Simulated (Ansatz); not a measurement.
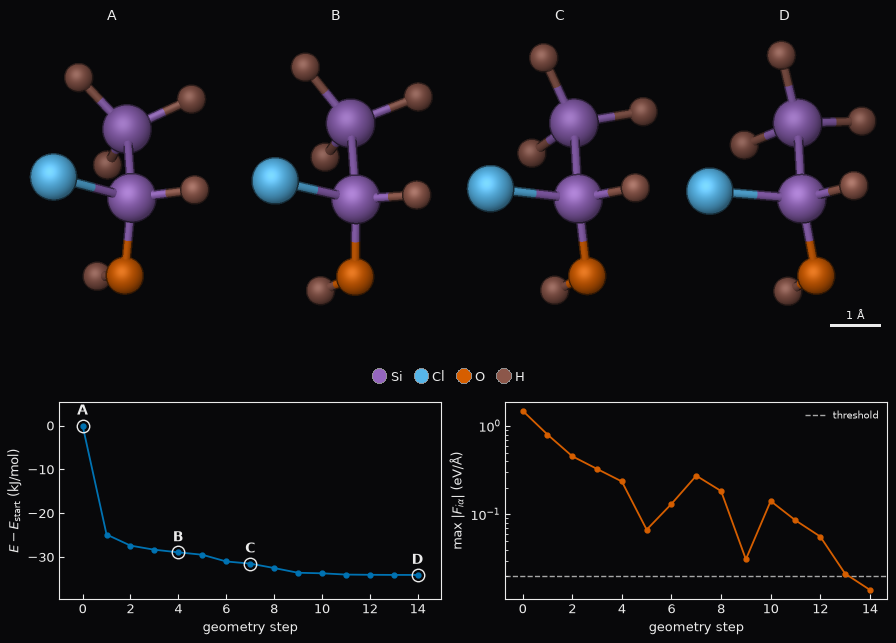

Frames of a relaxation of Si2H5OCl, marked on the history of the run. Style: ball-and-stick. Shown from a free direction.

The run prepares the start of a later molecular dynamics calculation, from a guessed geometry.

Method: Ansatz 0.2.0, RKS PBE-D4/def2-SVP. Set-up: no spin polarisation; force threshold 0.02 eV/Å; at most 40 steps.

What happens along the run?

The energy falls by 34.1 kJ/mol in 14 geometry steps. The largest force component goes from 1.5 to 0.014 eV/Å. The atom that moves furthest after the best rigid fit is an H atom (0.85 Å). By element the largest moves are H 0.85 Å, Cl 0.58 Å, O 0.40 Å, Si 0.13 Å. Some distances before and after: Si–Si 2.218 → 2.353 Å, H–Si 1.460 → 1.507 Å, H–O 1.010 → 0.974 Å, Cl–Si 2.130 → 2.098 Å. Among the angles between lasting bonds that change: Si–O–H 109.5° → 115.4°, H–Si–Si 109.5° → 115.3°, O–Si–H 109.5° → 104.7°. Groups turn about Si–Si by about 50°, O–Si by about 25°. From step 0 to 4: an H atom moves most (0.37 Å), energy −28.9 kJ/mol. From step 4 to 7: H atoms move most (0.38 Å), energy −2.57 kJ/mol. From step 7 to 14: an H atom moves most (0.31 Å), energy −2.59 kJ/mol.

```
step  E − E(0), kJ/mol  largest force component, eV/Å
   0              0.00                         1.4869
   1            -24.84                         0.8000
   2            -27.38                         0.4545
   3            -28.32                         0.3264
   4            -28.91                         0.2354
   5            -29.46                         0.0671
   6            -31.00                         0.1313
   7            -31.48                         0.2736
   8            -32.49                         0.1837
   9            -33.57                         0.0310
  10            -33.70                         0.1415
  11            -33.99                         0.0856
  12            -34.04                         0.0561
  13            -34.07                         0.0214
  14            -34.07                         0.0140
```
